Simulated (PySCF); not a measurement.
# CH6NOPSi (SMILES C=N[SiH](O)P) at PBE0/def2-SVP

What is the vertical singlet–triplet gap of CH6NOPSi at PBE0/def2-SVP? 

The results are computed with PySCF 2.14.0.

## 1. The structure to begin with

The species is CH6NOPSi (11 atoms), meant as a singlet with charge 0. SMILES: `C=N[SiH](O)P`. Geometry: relaxed at GFN2-xTB. This is one conformer, not always the lowest.

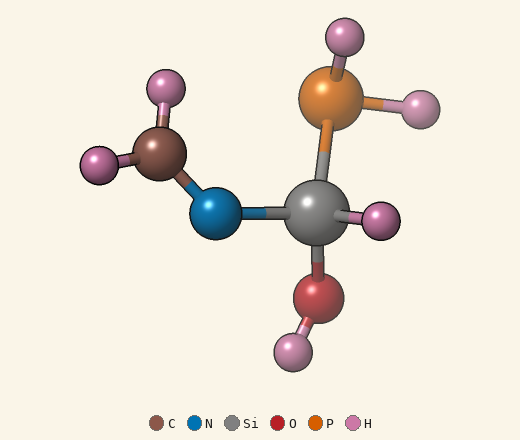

Viewed from a chosen angle; carbon brown, nitrogen blue, silicon grey, oxygen red, phosphorus orange, hydrogen pink.

## 2. The energy at PBE0/def2-SVP

geometry.xyz reads:

```xyz
11
CH6NOPSi
C     -1.052390     0.856460     1.533290
N     -0.356270    -0.155800     1.322370
Si     0.534020    -0.593970    -0.106200
O      0.070560    -2.090020    -0.533680
P     -0.000890     0.650950    -1.890730
H     -1.209920     1.661220     0.804950
H     -1.550620     0.973750     2.492000
H      1.925390    -0.571900     0.347530
H     -0.107530    -2.736840     0.144920
H      1.062880     0.235330    -2.668850
H      0.684780     1.770830    -1.445590
```

calc.py reads:

```python
from pyscf import gto, dft

molecule = gto.M(
    atom='geometry.xyz',
    basis='def2-svp',
    verbose=4,
    max_memory=1860,
)

mf = dft.RKS(molecule)
mf.xc = 'pbe0'
mf.grids.level = 4
mf.conv_tol = 1e-10
mf.kernel()
if not mf.converged:
    mf = mf.newton().run(mf.mo_coeff, mf.mo_occ)

e_tot = mf.e_tot
print('E(%s) = %.9f' % ('PBE0', e_tot))
```

On the command line:

```console
OMP_NUM_THREADS=1 python calc.py
```

Output:

```text
PySCF version 2.14.0

[INPUT] num. atoms = 11
[INPUT] num. electrons = 56
[INPUT] charge = 0
[INPUT] spin (= nelec alpha-beta = 2S) = 0
[INPUT] symmetry False subgroup None
[INPUT] Mole.unit = angstrom
[INPUT] Symbol           X                Y                Z      unit          X                Y                Z       unit  Magmom
[INPUT]  1 C     -1.052390000000   0.856460000000   1.533290000000 AA   -1.988728876231   1.618474836645   2.897498169534 Bohr   0.0
[INPUT]  2 N     -0.356270000000  -0.155800000000   1.322370000000 AA   -0.673252726399  -0.294419330207   2.498917135341 Bohr   0.0
[INPUT]  3 Si     0.534020000000  -0.593970000000  -0.106200000000 AA    1.009151545040  -1.122440626208  -0.200688914429 Bohr   0.0
[INPUT]  4 O      0.070560000000  -2.090020000000  -0.533680000000 AA    0.133339075349  -3.949565394863  -1.008509038158 Bohr   0.0
[INPUT]  5 P     -0.000890000000   0.650950000000  -1.890730000000 AA   -0.001681856251   1.230117220786  -3.572961875499 Bohr   0.0
[INPUT]  6 H     -1.209920000000   1.661220000000   0.804950000000 AA   -2.286417432634   3.139250832650   1.521135043969 Bohr   0.0
[INPUT]  7 H     -1.550620000000   0.973750000000   2.492000000000 AA   -2.930247123273   1.840120813795   4.709197502416 Bohr   0.0
[INPUT]  8 H      1.925390000000  -0.571900000000   0.347530000000 AA    3.638459782976  -1.080734370639   0.656736520070 Bohr   0.0
[INPUT]  9 H     -0.107530000000  -2.736840000000   0.144920000000 AA   -0.203202250174  -5.171878046755   0.273859109972 Bohr   0.0
[INPUT] 10 H      1.062880000000   0.235330000000  -2.668850000000 AA    2.008552103278   0.444709248894  -5.043395567545 Bohr   0.0
[INPUT] 11 H      0.684780000000   1.770830000000  -1.445590000000 AA    1.294046655580   3.346383713164  -2.731769188410 Bohr   0.0

nuclear repulsion = 287.060020562252
number of shells = 52
number of NR pGTOs = 186
number of NR cGTOs = 108
basis = def2-svp
ecp = {}

******** <class 'pyscf.dft.rks.RKS'> ********
method = RKS
initial guess = minao
damping factor = 0
level_shift factor = 0
DIIS = <class 'pyscf.scf.diis.CDIIS'>
diis_start_cycle = 1
diis_space = 8
diis_damp = 0
SCF conv_tol = 1e-10
SCF conv_tol_grad = None
SCF max_cycles = 50
direct_scf = True
direct_scf_tol = 1e-13
XC library pyscf.dft.libxc version 7.0.0
    S. Lehtola, C. Steigemann, M. J.T. Oliveira, and M. A.L. Marques.,  SoftwareX 7, 1–5 (2018)
XC functionals = pbe0
radial grids:
    Treutler-Ahlrichs [JCP 102, 346 (1995); DOI:10.1063/1.469408] (M4) radial grids

becke partition: Becke, JCP 88, 2547 (1988); DOI:10.1063/1.454033
pruning grids: <function nwchem_prune>
grids dens level: 4
symmetrized grids: False
atomic radii adjust function: <function treutler_atomic_radii_adjust>
small_rho_cutoff = 0
Set gradient conv threshold to 1e-05
Initial guess from minao.
tot grids = 236984
init E= -802.194972034597
  HOMO = -0.27890278590166  LUMO = -0.100901061046984  gap/eV = 4.84367
cycle= 1 E= -801.682842426258  delta_E= 0.512  |g|= 0.743  |ddm|= 3.29
  HOMO = -0.177129539618464  LUMO = -0.00427464768526686  gap/eV = 4.70362
cycle= 2 E= -801.515382470471  delta_E= 0.167  |g|= 1.17  |ddm|= 1.68
  HOMO = -0.249382296154292  LUMO = -0.0259835967330404  gap/eV = 6.07899
cycle= 3 E= -801.791439227858  delta_E= -0.276  |g|= 0.0855  |ddm|= 1.13
  HOMO = -0.251177773678667  LUMO = -0.0319884657625278  gap/eV = 5.96444
cycle= 4 E= -801.792606346647  delta_E= -0.00117  |g|= 0.0571  |ddm|= 0.124
  HOMO = -0.25442052042978  LUMO = -0.03166135744141  gap/eV = 6.06159
cycle= 5 E= -801.793322109145  delta_E= -0.000716  |g|= 0.0146  |ddm|= 0.0536
  HOMO = -0.2525040918633  LUMO = -0.0299397390371561  gap/eV = 6.05628
cycle= 6 E= -801.793368938007  delta_E= -4.68e-05  |g|= 0.00327  |ddm|= 0.0168
  HOMO = -0.252764436378737  LUMO = -0.0302668147643703  gap/eV = 6.05447
cycle= 7 E= -801.79337161202  delta_E= -2.67e-06  |g|= 0.00061  |ddm|= 0.004
  HOMO = -0.25277811369597  LUMO = -0.0302144084275708  gap/eV = 6.05627
cycle= 8 E= -801.793371709125  delta_E= -9.71e-08  |g|= 0.000147  |ddm|= 0.000984
  HOMO = -0.252770748950136  LUMO = -0.0302124334798952  gap/eV = 6.05612
cycle= 9 E= -801.793371715657  delta_E= -6.53e-09  |g|= 3.79e-05  |ddm|= 0.000286
  HOMO = -0.252773715283038  LUMO = -0.0302128838174367  gap/eV = 6.05619
cycle= 10 E= -801.793371716064  delta_E= -4.07e-10  |g|= 7.6e-06  |ddm|= 5.76e-05
  HOMO = -0.252774506743638  LUMO = -0.0302133696308604  gap/eV = 6.05620
cycle= 11 E= -801.793371716077  delta_E= -1.23e-11  |g|= 1.28e-06  |ddm|= 1.16e-05
  HOMO = -0.252774369059087  LUMO = -0.0302130492816963  gap/eV = 6.05620
Extra cycle  E= -801.793371716077  delta_E= -2.27e-13  |g|= 1.34e-06  |ddm|= 2.91e-06
converged SCF energy = -801.793371716077
E(PBE0) = -801.793371716
```

It took 25 s on 1 thread of Arm Neoverse V1, shared host; peak memory 0.57 GiB.

## 3. The triplet

calc.py reads:

```python
from pyscf import gto, dft

mol = gto.M(
    atom='''
C     -1.052390     0.856460     1.533290
N     -0.356270    -0.155800     1.322370
Si     0.534020    -0.593970    -0.106200
O      0.070560    -2.090020    -0.533680
P     -0.000890     0.650950    -1.890730
H     -1.209920     1.661220     0.804950
H     -1.550620     0.973750     2.492000
H      1.925390    -0.571900     0.347530
H     -0.107530    -2.736840     0.144920
H      1.062880     0.235330    -2.668850
H      0.684780     1.770830    -1.445590
''',
    max_memory=1860,
    spin=2,
    verbose=3,
    basis='def2-svp',
)

mf = dft.UKS(mol, xc='pbe0')
mf.grids.level = 4
mf.conv_tol = 1e-10
mf.kernel()
if not mf.converged:
    mf = mf.newton().run(mf.mo_coeff, mf.mo_occ)

e_final = mf.e_tot
print('E = %.10f Eh' % e_final)
```

On the command line:

```console
OMP_NUM_THREADS=1 python calc.py
```

Output:

```text
WARN: HOMO -0.100901061046983 >= LUMO -0.278902785901659

WARN: HOMO -0.0275216419401199 >= LUMO -0.105285052616988

WARN: HOMO -0.111682746325275 >= LUMO -0.182466797667258

WARN: HOMO -0.106602640463391 >= LUMO -0.151786990029815

WARN: HOMO -0.120789709006311 >= LUMO -0.155438135656907

WARN: HOMO -0.124185833837347 >= LUMO -0.150275441440492

WARN: HOMO -0.124159816869094 >= LUMO -0.149167835053897

WARN: HOMO -0.124720303310739 >= LUMO -0.149142284091999

WARN: HOMO -0.124513264236366 >= LUMO -0.148992367138337

WARN: HOMO -0.124592653094129 >= LUMO -0.149061443341606

WARN: HOMO -0.124615447178776 >= LUMO -0.149054145853216

WARN: HOMO -0.124602491252364 >= LUMO -0.149047901921124

WARN: HOMO -0.124605960303624 >= LUMO -0.149047517952291

WARN: HOMO -0.12460591697642 >= LUMO -0.149048109947957

WARN: HOMO -0.124605284549252 >= LUMO -0.149047693397478

WARN: HOMO -0.124605366194726 >= LUMO -0.149046973429856

WARN: HOMO -0.124605357319826 >= LUMO -0.149047893747627

converged SCF energy = -801.667434252956  <S^2> = 2.006129  2S+1 = 3.0040832
E = -801.6674342530 Eh
```

Wall time 62 s (1 thread of Arm Neoverse V1, shared host); peak memory 0.6 GiB.

## 4. Outcome

Level: PBE0/def2-SVP.

```
                                        quantity          value
                           singlet: total energy  -801.79337 Eh
                          singlet: dipole moment         1.28 D
                            singlet: HOMO energy       -6.88 eV
                            singlet: LUMO energy       -0.82 eV
                          singlet: HOMO–LUMO gap        6.06 eV
                           triplet: total energy  -801.66743 Eh
                          triplet: dipole moment         0.87 D
     triplet: HOMO energy (highest over α and β)       -3.39 eV
                                   triplet: ⟨S²⟩          2.006
vertical energy of the triplet above the singlet       3.427 eV
```

What this shows: At this shape the triplet lies 3.43 eV (331 kJ/mol) above the singlet.
